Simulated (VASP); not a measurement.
Band structure of Sr (fcc). These are PW91 GGA, VASP's PBE PAW potentials (set 64) (plane waves; VASP) values and carry that method's errors.

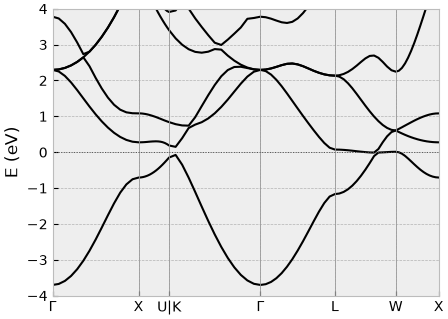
Figure. Bands along high-symmetry lines, zero at the valence-band maximum or, without a gap, the Fermi level

Task: Read the plot: is there a gap, and where are the band edges?

Result: It has no gap at this level: it comes out as a metal or semimetal. (Edges off the drawn lines would not show.)

The compound is Sr in the fcc structure. It was relaxed first.
